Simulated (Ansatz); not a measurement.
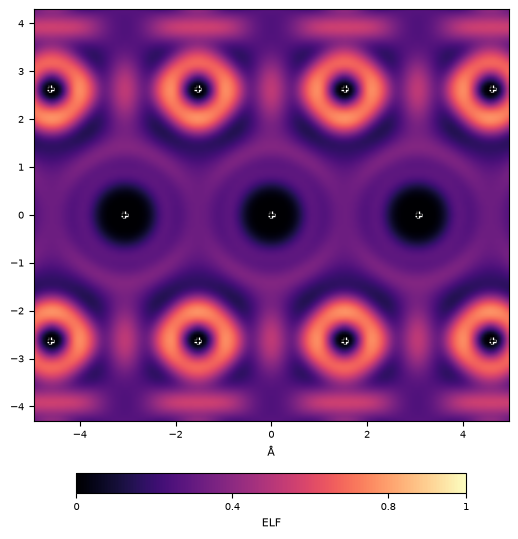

The ELF on a plane through atoms (crosses mark nuclei in the plane).

The calculation used Ansatz 0.2.0, DFT PBE, scalar-relativistic, plane waves, PAW.

Candidates:
A. Ge8Mo3W, a = 4.72 Å, b = 4.72 Å, c = 8.29 Å, α = 90.00°, β = 90.00°, γ = 90.00°. Space group P4/mmm; a structure generated by program, which may or may not match a known phase; computed without spin polarisation.
B. SnW2, a = 4.56 Å, b = 4.56 Å, c = 3.07 Å, α = 90.00°, β = 90.00°, γ = 120.00°. Space group P6/mmm; a structure generated by program, which may or may not match a known phase.
C. HfZrS3, a = 4.86 Å, b = 4.86 Å, c = 4.86 Å, α = 90.00°, β = 90.00°, γ = 90.00°. Space group Pm-3m; a structure generated by program, which may or may not match a known phase; spin-polarised.

> Which candidate gave the map?

Candidate B: SnW2 on the (110) plane of the conventional cell, which holds Sn and W. Sn–W (3.05 Å): the ELF is about 0.30 at the midpoint. Sn–Sn (3.07 Å): the ELF is about 0.30 at the midpoint (no shared electron pair shows on this line).
